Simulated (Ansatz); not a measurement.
# Run report: Si₁₀H₅Cl, nudged elastic band (part 3 of 3)

Continued. System: Si₁₀H₅Cl (slab, 32 atoms in the cell). Method: DFT PBE, scalar-relativistic, plane waves, PAW, PAW set soft_1, no spin polarisation (Ansatz 0.2.0); cutoff 420 eV, 2×2×1 k-mesh, Fermi–Dirac smearing of 0.02 eV. The input holds or restrains some coordinates. It belongs to a series of runs on one base structure; here: band between the two ends.

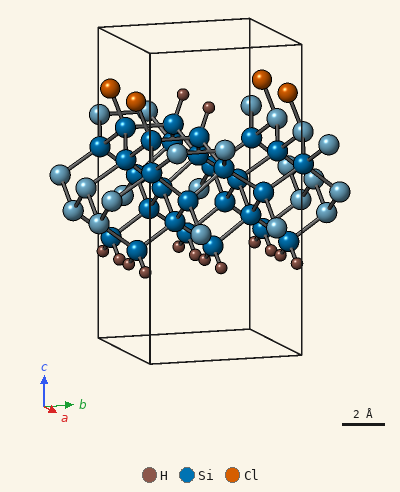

**Figure 1.** The input geometry (ball-and-stick view of the cell of the calculation, with the vacuum cut short, seen slightly off an axis; neighbours outside the cell are drawn fainter). An atom can appear more than once, as a periodic image.

Output, continued
```
  k-point 3: bands = ["-15.7410", "-15.1156", "-11.1609", "-10.9290", "-10.5693", "-10.5420", "-10.0359", "-9.9752", "-9.4637", "-9.4282", "-8.5758", "-8.4382", "-8.1180", "-8.0537", "-7.2955", "-7.0657", "-6.7326", "-6.4969", "-5.7450", "-5.6301", "-5.4978", "-5.2920", "-4.8663", "-4.6921", "-4.4927", "-4.4122", "-4.3443", "-4.2319", "-4.1909", "-3.9774", "-3.8161", "-3.8053", "-3.7743", "-3.6148", "-3.4924", "-3.4591", "-3.4257", "-3.0405", "-3.0182", "-2.8334", "-2.8068", "-2.6920", "-2.6901", "-2.5173", "-2.1870", "-2.1842", "-1.9818", "-1.8862", "-1.6321", "-1.6073", "-1.2994", "-0.9887", "0.6182", "1.4621", "1.5966", "1.6820", "2.0788", "2.1620", "2.6365", "2.6997", "2.9035", "3.0289", "3.0794", "3.1088", "3.2700", "3.3654", "3.6969", "3.7562", "3.8669", "3.9019", "4.0792", "4.1737", "4.2745", "4.3429", "4.3962", "4.5746", "4.5897", "4.6506", "4.7403", "4.7757", "4.8024", "4.8682", "4.9157", "4.9510"]
this run last wrote the band of iteration 19 to [file]
--- NEB band (7 images, 19 band iterations, 951 SCF iterations) ---
  forward barrier  = 2.188360 eV
  backward barrier = 2.188357 eV
  lagrangian_above_aufbau_ev (what the smearing adds, to first order; not taken off the barriers): saddle image -0.000000 eV, end points -0.000000 and -0.000000 eV
  climbing image's point = of a kind that is not told: the force calls were inconclusive, a negative curvature could not be distinguished from the path's own, the only one lies far off the path, or fixed occupations may fill a level only in part (lowest curvatures found: -0.57 and 0.13 eV/Å²)
  energies are F+E_penalty+E_count in eV, relative to image 0
  image     s (Å)  Δ vs image 0  max|band force component| (eV/Å)
      0    0.0000      0.000000                                 —
      1    1.0820      0.259754                          2.944e-3
      2    2.1632      1.260814                          7.469e-3
  *   3    3.2438      2.188360                          6.577e-3
      4    4.3255      1.259028                          8.025e-3
      5    5.4078      0.258516                          2.760e-3
      6    6.4909      0.000003                                 —
  climbing-image geometry (image 3):
  cell:  # Å, volume = 1076.4562 Å³
    - [7.67918, 0.0, 0.0]
    - [0.0, 7.67918, 0.0]
    - [0.0, 0.0, 18.254362]
  atoms:
    - { symbol: H, position: [0.409392005, 0.0, 0.054781415] }
    - { symbol: H, position: [0.09060798499999999, 0.0, 0.054781415] }
    - { symbol: H, position: [0.9093919900000001, 0.0, 0.054781415] }
    - { symbol: H, position: [0.5906079750000001, 0.0, 0.054781415] }
    - { symbol: H, position: [0.409392005, 0.49999999000000006, 0.054781415] }
    - { symbol: H, position: [0.09060798499999999, 0.49999999000000006, 0.054781415] }
    - { symbol: H, position: [0.9093919900000001, 0.49999999000000006, 0.054781415] }
    - { symbol: H, position: [0.5906079750000001, 0.49999999000000006, 0.054781415] }
    - { symbol: Si, position: [0.24999999500000003, 0.0, 0.102194775] }
    - { symbol: Si, position: [0.7499999850000001, 0.0, 0.102194775] }
    - { symbol: Si, position: [0.24999999500000003, 0.49999999000000006, 0.102194775] }
    - { symbol: Si, position: [0.7499999850000001, 0.49999999000000006, 0.102194775] }
    - { symbol: Si, position: [0.2500006755073668, 0.2499046162068429, 0.17409060838611545] }
    - { symbol: Si, position: [0.7500010492147726, 0.249346364465183, 0.1735106713552255] }
    - { symbol: Si, position: [0.24999969223840038, 0.7512884404356485, 0.17924932800027424] }
    - { symbol: Si, position: [0.7499997956595358, 0.7497383725151405, 0.1784966735555315] }
    - { symbol: Si, position: [-0.0004515504161479529, 0.2521294784999132, 0.246955729093945] }
    - { symbol: Si, position: [0.5004532728510144, 0.252130750175758, 0.2469550677348453] }
    - { symbol: Si, position: [-0.0014109181937363411, 0.7532184409277115, 0.2556708510226217] }
    - { symbol: Si, position: [0.5014102656399334, 0.7532189610289266, 0.2556706127799904] }
    - { symbol: Si, position: [-0.019107293367907507, 0.010032827600839407, 0.32838595518573827] }
    - { symbol: Si, position: [0.5191066758732196, 0.010034434627418664, 0.32838468784677033] }
    - { symbol: Si, position: [-0.002571712968908594, 0.49366959870338256, 0.3262720249667864] }
    - { symbol: Si, position: [0.502570833329321, 0.49367027187059515, 0.32627173622112965] }
    - { symbol: Si, position: [0.25000007300390886, 0.10779297839548312, 0.3689529210983611] }
    - { symbol: Si, position: [0.7499991137346405, 0.11010599367382007, 0.41270607996554703] }
    - { symbol: Si, position: [0.24999980046026582, 0.4157964008647403, 0.39129910375362675] }
    - { symbol: Si, position: [0.7499990784852927, 0.42021539273393266, 0.39545113567261886] }
    - { symbol: H, position: [0.25000048371254907, 0.45863673213349027, 0.47124483598653627] }
    - { symbol: H, position: [0.74999942929806, 0.5038618729172041, 0.46966505255115754] }
    - { symbol: Cl, position: [0.5473170161643255, 1.0806389731507375, 0.49947912033271086] }
    - { symbol: Cl, position: [0.9526795832084163, 1.0806493373764368, 0.49947990021064975] }
```

The last band as extended XYZ (Å, eV, eV/Å)
```
32
Lattice="7.6792 0.0000 0.0000 0.0000 7.6792 0.0000 0.0000 0.0000 18.2544" Properties=species:S:1:pos:R:3:forces:R:3 image=0 energy=-15033.43856
H     3.1438    0.0000    1.0000   -0.6224  -0.0819  -0.0012
H     0.6958    0.0000    1.0000    0.6220  -0.0793  -0.0005
H     6.9834    0.0000    1.0000   -0.6224  -0.0819  -0.0014
H     4.5354    0.0000    1.0000    0.6221  -0.0793  -0.0004
H     3.1438    3.8396    1.0000   -0.6217   0.0822  -0.0045
H     0.6958    3.8396    1.0000    0.6214   0.0797  -0.0039
H     6.9834    3.8396    1.0000   -0.6217   0.0825  -0.0048
H     4.5354    3.8396    1.0000    0.6213   0.0794  -0.0035
Si    1.9198    0.0000    1.8655    0.0002  -0.2485   0.0189
Si    5.7594    0.0000    1.8655    0.0004  -0.2480   0.0182
Si    1.9198    3.8396    1.8655   -0.0006   0.2435  -0.0019
Si    5.7594    3.8396    1.8655    0.0016   0.2426  -0.0006
Si    1.9218    1.9205    3.1653   -0.0010  -0.0029   0.0037
Si    5.7617    1.9204    3.1654   -0.0021  -0.0018   0.0030
Si    1.9192    5.7584    3.2767    0.0000  -0.0022   0.0001
Si    5.7590    5.7586    3.2767   -0.0008  -0.0024   0.0001
Si    0.0022    1.9297    4.4880   -0.0065   0.0007  -0.0088
Si    3.8417    1.9302    4.4875   -0.0050   0.0004  -0.0071
Si   -0.0008    5.7541    4.6898   -0.0006   0.0038  -0.0057
Si    3.8389    5.7539    4.6895   -0.0010   0.0038  -0.0052
Si   -0.0027    0.0891    5.9535    0.0034   0.0052   0.0000
Si    3.8365    0.0893    5.9523    0.0028   0.0067   0.0016
Si   -0.0020    3.7501    5.9750    0.0013   0.0077  -0.0071
Si    3.8380    3.7503    5.9753    0.0017   0.0074  -0.0086
Si    1.9172    0.7219    7.1670    0.0032  -0.0013  -0.0217
Si    5.7561    0.7207    7.1665    0.0029  -0.0005  -0.0192
Si    1.9176    3.1429    7.1950    0.0002  -0.0055   0.0076
Si    5.7573    3.1420    7.1957   -0.0002  -0.0059   0.0060
H     1.9160    3.6404    8.6099    0.0035   0.0029  -0.0040
H     5.7564    3.6389    8.6108    0.0028   0.0036  -0.0045
Cl    1.9245    7.6306    9.1085   -0.0044  -0.0067   0.0281
Cl    5.7605    7.6252    9.1066   -0.0005  -0.0039   0.0273
32
Lattice="7.6792 0.0000 0.0000 0.0000 7.6792 0.0000 0.0000 0.0000 18.2544" Properties=species:S:1:pos:R:3:forces:R:3 image=1 energy=-15033.17880
H     3.1438    0.0000    1.0000   -0.6388  -0.0850  -0.0388
H     0.6958    0.0000    1.0000    0.6017  -0.0477   0.0332
H     6.9834    0.0000    1.0000   -0.6403  -0.0874  -0.0448
H     4.5354    0.0000    1.0000    0.6030  -0.0484   0.0327
H     3.1438    3.8396    1.0000   -0.6407   0.1153  -0.0471
H     0.6958    3.8396    1.0000    0.5908   0.0641   0.0443
H     6.9834    3.8396    1.0000   -0.6450   0.1210  -0.0618
H     4.5354    3.8396    1.0000    0.5920   0.0609   0.0464
Si    1.9198    0.0000    1.8655    0.1301  -0.1921  -0.0162
Si    5.7594    0.0000    1.8655    0.1403  -0.2041  -0.0443
Si    1.9198    3.8396    1.8655    0.1852   0.2633   0.0625
Si    5.7594    3.8396    1.8655    0.2340   0.2687   0.0035
Si    1.9831    1.9208    3.1687    0.0122   0.0017  -0.0047
Si    5.8282    1.9219    3.1626    0.0108  -0.0003   0.0000
Si    1.9509    5.7710    3.2754    0.0091   0.0000  -0.0008
Si    5.7943    5.7685    3.2705    0.0072   0.0022   0.0042
Si    0.0747    1.9454    4.4953    0.0140   0.0063  -0.0068
Si    3.9225    1.9535    4.4833    0.0062   0.0051  -0.0023
Si    0.0401    5.7986    4.6877    0.0131   0.0032   0.0005
Si    3.8872    5.7956    4.6787    0.0053   0.0066   0.0061
Si    0.1096    0.1208    5.9921    0.0285   0.0082  -0.0125
Si    3.9744    0.1238    5.9634   -0.0176   0.0135   0.0053
Si    0.0423    3.7941    5.9482    0.0159   0.0027  -0.0016
Si    3.8880    3.7956    5.9461    0.0108   0.0027  -0.0003
Si    2.0825    0.8005    7.1560   -0.0195  -0.0044   0.0314
Si    5.9037    0.8118    7.2038    0.0008  -0.0125  -0.0521
Si    1.9665    3.2021    7.1587    0.0141   0.0036   0.0063
Si    5.8048    3.2222    7.1783    0.0150  -0.0064  -0.0104
H     1.9640    3.6672    8.5839    0.0149   0.0398  -0.0056
H     5.8008    3.7655    8.5764    0.0144  -0.0334   0.0005
Cl    2.5991    7.9607    9.1266   -0.3886  -0.1456   0.0644
Cl    6.3332    7.9291    9.1788   -0.2791  -0.1216   0.0087
32
Lattice="7.6792 0.0000 0.0000 0.0000 7.6792 0.0000 0.0000 0.0000 18.2544" Properties=species:S:1:pos:R:3:forces:R:3 image=2 energy=-15032.17775
H     3.1438    0.0000    1.0000   -0.6291  -0.0792  -0.0195
H     0.6958    0.0000    1.0000    0.6060  -0.0495   0.0204
H     6.9834    0.0000    1.0000   -0.6340  -0.0834  -0.0321
H     4.5354    0.0000    1.0000    0.6084  -0.0509   0.0166
H     3.1438    3.8396    1.0000   -0.6309   0.1061  -0.0284
H     0.6958    3.8396    1.0000    0.5903   0.0561   0.0360
H     6.9834    3.8396    1.0000   -0.6435   0.1140  -0.0640
H     4.5354    3.8396    1.0000    0.5931   0.0505   0.0357
Si    1.9198    0.0000    1.8655    0.0708  -0.1824   0.0039
Si    5.7594    0.0000    1.8655    0.0895  -0.2130  -0.0587
Si    1.9198    3.8396    1.8655    0.1404   0.2327   0.1184
Si    5.7594    3.8396    1.8655    0.2451   0.2321  -0.0399
Si    1.9584    1.9177    3.1769    0.0563  -0.0028  -0.0023
Si    5.8061    1.9207    3.1628    0.0682   0.0067  -0.0060
Si    1.9323    5.7714    3.2757    0.0186   0.0031   0.0044
Si    5.7796    5.7633    3.2623    0.0290   0.0082   0.0071
Si    0.0492    1.9326    4.5083    0.0798  -0.0054  -0.0002
Si    3.9072    1.9426    4.4879    0.0926   0.0094  -0.0289
Si    0.0150    5.7924    4.6871    0.0398   0.0126   0.0302
Si    3.8753    5.7821    4.6665    0.0356  -0.0026   0.0002
Si    0.0495    0.1023    6.0175    0.2843   0.0357   0.0286
Si    4.0115    0.0959    5.9533    0.0364   0.0269  -0.0626
Si    0.0080    3.7877    5.9520    0.0392  -0.0062  -0.0042
Si    3.8674    3.7895    5.9479    0.0132  -0.0027  -0.0091
Si    2.1237    0.8091    7.0915    0.3007  -0.0261   0.5152
Si    5.9017    0.8371    7.3091    0.2082  -0.0103  -0.3287
Si    1.9385    3.1940    7.1498    0.0285   0.0019   0.0115
Si    5.7736    3.2363    7.1999    0.0206   0.0135  -0.0259
H     1.9337    3.5863    8.5953    0.0205   0.0958  -0.0106
H     5.7719    3.8333    8.5758    0.0182  -0.0522   0.0049
Cl    3.3910    8.2602    8.9889   -1.1914  -0.0568  -0.1898
Cl    6.9039    8.1763    9.1659   -0.6042  -0.1817   0.0780
32
Lattice="7.6792 0.0000 0.0000 0.0000 7.6792 0.0000 0.0000 0.0000 18.2544" Properties=species:S:1:pos:R:3:forces:R:3 image=3 energy=-15031.25020
H     3.1438    0.0000    1.0000   -0.6200  -0.0523   0.0025
H     0.6958    0.0000    1.0000    0.6200  -0.0523   0.0025
H     6.9834    0.0000    1.0000   -0.6197  -0.0563  -0.0021
H     4.5354    0.0000    1.0000    0.6197  -0.0563  -0.0021
H     3.1438    3.8396    1.0000   -0.6087   0.0698  -0.0011
H     0.6958    3.8396    1.0000    0.6087   0.0698  -0.0011
H     6.9834    3.8396    1.0000   -0.6087   0.0483  -0.0086
H     4.5354    3.8396    1.0000    0.6087   0.0483  -0.0086
Si    1.9198    0.0000    1.8655    0.0000  -0.2078   0.0113
Si    5.7594    0.0000    1.8655    0.0000  -0.2800  -0.0655
Si    1.9198    3.8396    1.8655    0.0000   0.2506   0.0939
Si    5.7594    3.8396    1.8655    0.0000   0.2227  -0.0209
Si    1.9198    1.9191    3.1779    0.0000  -0.0037   0.0002
Si    5.7594    1.9148    3.1673    0.0000  -0.0007  -0.0022
Si    1.9198    5.7693    3.2721    0.0000  -0.0004   0.0009
Si    5.7594    5.7574    3.2583    0.0000   0.0005  -0.0011
Si   -0.0035    1.9361    4.5080   -0.0019   0.0014  -0.0013
Si    3.8431    1.9362    4.5080    0.0019   0.0014  -0.0013
Si   -0.0108    5.7841    4.6671   -0.0022  -0.0006  -0.0001
Si    3.8504    5.7841    4.6671    0.0022  -0.0006  -0.0001
Si   -0.1467    0.0770    5.9945    0.0020  -0.0040  -0.0022
Si    3.9863    0.0771    5.9945   -0.0020  -0.0040  -0.0021
Si   -0.0197    3.7910    5.9559    0.0011  -0.0004   0.0012
Si    3.8593    3.7910    5.9559   -0.0011  -0.0004   0.0012
Si    1.9198    0.8278    6.7350    0.0000   0.0000  -0.0032
Si    5.7594    0.8455    7.5337    0.0000   0.0066  -0.0036
Si    1.9198    3.1930    7.1429    0.0000   0.0016   0.0013
Si    5.7594    3.2269    7.2187    0.0000   0.0019   0.0046
H     1.9198    3.5220    8.6023    0.0000  -0.0012  -0.0003
H     5.7594    3.8692    8.5734    0.0000   0.0013   0.0005
Cl    4.2029    8.2984    9.1177   -0.0044  -0.0016   0.0037
Cl    7.3158    8.2985    9.1177    0.0044  -0.0016   0.0037
32
Lattice="7.6792 0.0000 0.0000 0.0000 7.6792 0.0000 0.0000 0.0000 18.2544" Properties=species:S:1:pos:R:3:forces:R:3 image=4 energy=-15032.17953
H     3.1438    0.0000    1.0000   -0.6059  -0.0494   0.0204
H     0.6958    0.0000    1.0000    0.6291  -0.0792  -0.0195
H     6.9834    0.0000    1.0000   -0.6084  -0.0509   0.0166
H     4.5354    0.0000    1.0000    0.6341  -0.0834  -0.0321
H     3.1438    3.8396    1.0000   -0.5903   0.0561   0.0361
H     0.6958    3.8396    1.0000    0.6309   0.1062  -0.0285
H     6.9834    3.8396    1.0000   -0.5931   0.0505   0.0358
H     4.5354    3.8396    1.0000    0.6435   0.1140  -0.0640
Si    1.9198    0.0000    1.8655   -0.0709  -0.1824   0.0039
Si    5.7594    0.0000    1.8655   -0.0896  -0.2130  -0.0587
Si    1.9198    3.8396    1.8655   -0.1406   0.2327   0.1185
Si    5.7594    3.8396    1.8655   -0.2451   0.2322  -0.0398
Si    1.8812    1.9177    3.1769   -0.0562  -0.0027  -0.0024
Si    5.7126    1.9207    3.1628   -0.0682   0.0067  -0.0060
Si    1.9073    5.7714    3.2757   -0.0186   0.0030   0.0043
Si    5.7392    5.7633    3.2624   -0.0290   0.0082   0.0071
Si   -0.0676    1.9427    4.4879   -0.0926   0.0094  -0.0289
Si    3.7903    1.9326    4.5083   -0.0798  -0.0053  -0.0003
Si   -0.0358    5.7821    4.6665   -0.0356  -0.0026   0.0002
Si    3.8245    5.7924    4.6871   -0.0398   0.0126   0.0301
Si   -0.1718    0.0959    5.9534   -0.0363   0.0269  -0.0626
Si    3.7899    0.1024    6.0174   -0.2839   0.0357   0.0285
Si   -0.0279    3.7895    5.9479   -0.0133  -0.0026  -0.0091
Si    3.8315    3.7877    5.9520   -0.0392  -0.0062  -0.0043
Si    1.7158    0.8091    7.0917   -0.3001  -0.0260   0.5145
Si    5.6170    0.8371    7.3089   -0.2078  -0.0103  -0.3286
Si    1.9011    3.1940    7.1498   -0.0284   0.0019   0.0115
Si    5.7451    3.2363    7.1999   -0.0205   0.0135  -0.0259
H     1.9059    3.5864    8.5953   -0.0205   0.0957  -0.0106
H     5.7469    3.8333    8.5758   -0.0182  -0.0523   0.0049
Cl    4.6155    8.1760    9.1658    0.6037  -0.1818   0.0784
Cl    8.1287    8.2600    8.9890    1.1906  -0.0571  -0.1891
32
Lattice="7.6792 0.0000 0.0000 0.0000 7.6792 0.0000 0.0000 0.0000 18.2544" Properties=species:S:1:pos:R:3:forces:R:3 image=5 energy=-15033.18004
H     3.1438    0.0000    1.0000   -0.6017  -0.0477   0.0332
H     0.6958    0.0000    1.0000    0.6388  -0.0850  -0.0388
H     6.9834    0.0000    1.0000   -0.6030  -0.0485   0.0327
H     4.5354    0.0000    1.0000    0.6403  -0.0874  -0.0448
H     3.1438    3.8396    1.0000   -0.5909   0.0642   0.0443
H     0.6958    3.8396    1.0000    0.6407   0.1152  -0.0471
H     6.9834    3.8396    1.0000   -0.5921   0.0610   0.0463
H     4.5354    3.8396    1.0000    0.6449   0.1210  -0.0617
Si    1.9198    0.0000    1.8655   -0.1300  -0.1922  -0.0162
Si    5.7594    0.0000    1.8655   -0.1403  -0.2042  -0.0441
Si    1.9198    3.8396    1.8655   -0.1851   0.2633   0.0624
Si    5.7594    3.8396    1.8655   -0.2337   0.2686   0.0036
Si    1.8565    1.9208    3.1687   -0.0122   0.0018  -0.0047
Si    5.6907    1.9219    3.1626   -0.0108  -0.0001   0.0000
Si    1.8887    5.7710    3.2754   -0.0090  -0.0001  -0.0008
Si    5.7244    5.7685    3.2705   -0.0072   0.0021   0.0042
Si   -0.0828    1.9535    4.4833   -0.0062   0.0051  -0.0023
Si    3.7649    1.9455    4.4952   -0.0138   0.0062  -0.0068
Si   -0.0476    5.7956    4.6787   -0.0052   0.0065   0.0061
Si    3.7995    5.7986    4.6877   -0.0130   0.0032   0.0005
Si   -0.1346    0.1238    5.9634    0.0176   0.0135   0.0052
Si    3.7301    0.1208    5.9920   -0.0283   0.0083  -0.0126
Si   -0.0484    3.7955    5.9461   -0.0108   0.0027  -0.0004
Si    3.7972    3.7940    5.9483   -0.0159   0.0028  -0.0016
Si    1.7573    0.8004    7.1560    0.0197  -0.0043   0.0310
Si    5.6153    0.8116    7.2037   -0.0006  -0.0124  -0.0522
Si    1.8730    3.2020    7.1588   -0.0140   0.0037   0.0060
Si    5.7140    3.2221    7.1783   -0.0149  -0.0064  -0.0105
H     1.8755    3.6673    8.5839   -0.0149   0.0396  -0.0056
H     5.7180    3.7653    8.5765   -0.0143  -0.0334   0.0006
Cl    5.1870    7.9285    9.1788    0.2783  -0.1214   0.0090
Cl    8.9214    7.9600    9.1267    0.3875  -0.1456   0.0649
32
Lattice="7.6792 0.0000 0.0000 0.0000 7.6792 0.0000 0.0000 0.0000 18.2544" Properties=species:S:1:pos:R:3:forces:R:3 image=6 energy=-15033.43856
H     3.1438    0.0000    1.0000   -0.6224  -0.0819  -0.0014
H     0.6958    0.0000    1.0000    0.6221  -0.0793  -0.0004
H     6.9834    0.0000    1.0000   -0.6224  -0.0819  -0.0012
H     4.5354    0.0000    1.0000    0.6220  -0.0793  -0.0005
H     3.1438    3.8396    1.0000   -0.6217   0.0825  -0.0048
H     0.6958    3.8396    1.0000    0.6213   0.0794  -0.0035
H     6.9834    3.8396    1.0000   -0.6216   0.0822  -0.0045
H     4.5354    3.8396    1.0000    0.6214   0.0797  -0.0040
Si    1.9198    0.0000    1.8655    0.0004  -0.2480   0.0182
Si    5.7594    0.0000    1.8655    0.0002  -0.2485   0.0190
Si    1.9198    3.8396    1.8655    0.0016   0.2426  -0.0006
Si    5.7594    3.8396    1.8655   -0.0006   0.2435  -0.0019
Si    1.9221    1.9204    3.1654   -0.0021  -0.0018   0.0030
Si    5.7614    1.9205    3.1653   -0.0010  -0.0029   0.0037
Si    1.9194    5.7586    3.2767   -0.0008  -0.0024   0.0001
Si    5.7588    5.7584    3.2767    0.0000  -0.0022   0.0001
Si    0.0021    1.9302    4.4875   -0.0050   0.0004  -0.0071
Si    3.8418    1.9297    4.4880   -0.0065   0.0007  -0.0088
Si   -0.0007    5.7539    4.6895   -0.0010   0.0038  -0.0052
Si    3.8388    5.7541    4.6898   -0.0006   0.0038  -0.0057
Si   -0.0030    0.0893    5.9523    0.0028   0.0067   0.0015
Si    3.8369    0.0891    5.9534    0.0034   0.0052   0.0000
Si   -0.0016    3.7503    5.9753    0.0017   0.0074  -0.0086
Si    3.8376    3.7501    5.9750    0.0013   0.0077  -0.0071
Si    1.9165    0.7207    7.1665    0.0029  -0.0004  -0.0195
Si    5.7568    0.7219    7.1670    0.0032  -0.0013  -0.0220
Si    1.9177    3.1419    7.1957   -0.0002  -0.0059   0.0060
Si    5.7572    3.1429    7.1950    0.0002  -0.0055   0.0075
H     1.9168    3.6388    8.6109    0.0028   0.0037  -0.0046
H     5.7556    3.6403    8.6099    0.0035   0.0030  -0.0040
Cl    5.7641    7.6307    9.1085   -0.0044  -0.0069   0.0284
Cl    9.6001    7.6253    9.1066   -0.0005  -0.0041   0.0277
```
